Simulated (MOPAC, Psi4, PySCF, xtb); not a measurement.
Approach curve of the dimer H2 ··· CHN (SMILES [H][H] and C#N). Monomers: optimised at B3LYP-D3(BJ) (def2-TZVP), held rigid. Orientation: lowest of the rigid-body minima from ten starts at GFN2-xTB. The monomers approach along the line of their centres of mass (distance R); nothing else relaxes.

Geometry at R = 3.21 Å (first 2 atoms: monomer A):
```
5

H      0.3719     0.0000     0.0000
H     -0.3719     0.0000     0.0000
C      3.4024     1.1143     0.0430
N      2.8809     0.0943     0.0069
H      3.8877     2.0636     0.0766
```

- RKS-M06-2X/6-31G* = restricted M06-2X/6-31G*, spherical d, no counterpoise correction (PySCF)
- PBE-D3(BJ)/def2-TZVP, counterpoise-corrected (Psi4)
- PM6, restricted, heats of formation (MOPAC)
- GFN1-xTB (xtb)
- HF/aug-cc-pVTZ, counterpoise-corrected (Psi4)

Interaction energies in kJ/mol (negative: bound); R is the distance of the centres of mass, d the H1···N4 distance.

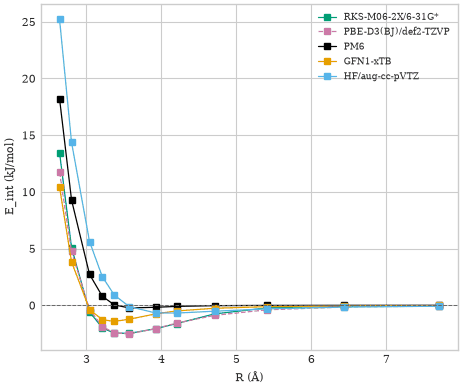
Fig. 1. Interaction energy against separation.

```tsv
R / Å	d / Å	RKS-M06-2X/6-31G*	PBE-D3(BJ)/def2-TZVP	PM6	GFN1-xTB	HF/aug-cc-pVTZ
2.64	1.95	13.45	11.73	18.21	10.41	25.22
2.80	2.11	5.09	4.74	9.28	3.83	14.37
3.04	2.34	-0.57	-0.38	2.72	-0.37	5.61
3.21	2.51	-2.00	-1.87	0.80	-1.27	2.52
3.37	2.67	-2.45	-2.43	0.04	-1.42	0.91
3.57	2.87	-2.47	-2.52	-0.23	-1.23	-0.12
3.92	3.21	-2.07	-2.05	-0.18	-0.76	-0.67
4.20	3.49	-1.61	-1.57	-0.10	-0.50	-0.69
4.71	4.00	-0.76	-0.88	-0.03	-0.26	-0.52
5.41	4.70	-0.23	-0.40	-0.01	-0.12	-0.31
6.44	5.72	-0.09	-0.16	0.00	-0.04	-0.16
7.70	6.98	-0.05	-0.07	0.00	-0.01	-0.08
```

Lowest grid point: RKS-M06-2X/6-31G* -2.47 kJ/mol at R = 3.57 Å; PBE-D3(BJ)/def2-TZVP -2.52 kJ/mol at R = 3.57 Å; PM6 -0.23 kJ/mol at R = 3.57 Å; GFN1-xTB -1.42 kJ/mol at R = 3.37 Å; HF/aug-cc-pVTZ -0.69 kJ/mol at R = 4.20 Å.
